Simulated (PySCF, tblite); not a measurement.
# C2H6ClSi4 radical: geometry, infrared bands and EPR parameters

Wanted: the infrared bands and EPR parameters of C2H6ClSi4 radical (`[C]#C[Si@@H]1[SiH2][SiH2][Si@H]1Cl`), by calculation.

The runs use tblite 0.8.0 and PySCF 2.14.0, with density-fitted response routines of our own; the level of theory stands in each step. All values are computed, except where a source is named. Atoms count from 0, in the outputs and in this text.

## (1) Starting geometry

13 atoms, charge 0, multiplicity 2; geometry from: force field or distance geometry start.

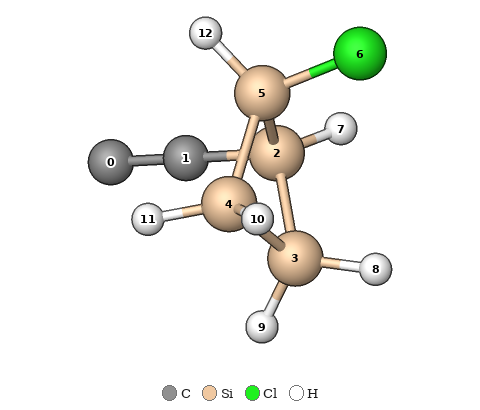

As it starts; carbon grey, silicon light orange, chlorine green, hydrogen white, atoms numbered.

## (2) Relaxing the molecule with GFN2-xTB

What the job is given:

```
{"job": {"kind": "relax", "xc": "GFN2-xTB", "basis": "xTB"}, "charge": 0, "multiplicity": 2}
C      3.209400     0.553000    -2.144000
C      2.331600     0.281200    -0.909000
Si     1.282200    -0.051400     0.584900
Si    -0.282800    -1.640200     0.107300
Si    -1.598600     0.030500    -0.705600
Si    -0.445200     1.436200     0.654600
Cl    -1.272100     1.595400     2.511100
H      2.025200    -0.244900     1.862300
H     -0.847100    -2.269300     1.344500
H      0.139400    -2.656400    -0.888300
H     -3.050100    -0.115100    -0.409300
H     -1.331200     0.285900    -2.151500
H     -0.165100     2.795600     0.125300
```

On the command line:

```sh
OMP_NUM_THREADS=1 python probes_run.py task.json out
```

One launch serves the whole session: the jobs run in the order shown.

**Question.** This job is followed by: GFN2-xTB harmonic vibrations, gas phase; UKS B3LYP, pcH-1 on C Cl H Si, non-relativistic, mean-field spin-orbit, GIAO. Predict these results of the whole session: strongest single infrared mode (GFN2-xTB); zero-point energy (GFN2-xTB); g(iso) (B3LYP); ⟨S²⟩; largest a(iso); surface potential, least and greatest.

As calculated:

| quantity | value |
| --- | --- |
| strongest single infrared mode (GFN2-xTB) | 1965 cm⁻¹, 1276 km/mol |
| zero-point energy (GFN2-xTB) | 35.7 kcal/mol |
| g(iso) (B3LYP) | 2.00360 |
| ⟨S²⟩ | 0.759 (exact 0.75) |
| largest a(iso) | 13C on C0, 487.9 MHz |
| surface potential, least and greatest | -0.87 V and 1.90 V |

**Reading.** Over 94 steps the energy fell by 2.689 eV; of the close pairs, C0–C1 changed most, 1.539 to 1.218 Å. No mode is imaginary among the 33: a minimum at this level. The strongest single mode, at 1965 cm⁻¹, moves mainly C1 and C0. GFN2-xTB is a fitted tight-binding method: band positions and strengths are rough. Its intensities can rank the bands wrongly. Most of the unpaired spin sits on C0 (0.77 e). The isotropic g lies 1.3 ppt above the free-electron value.
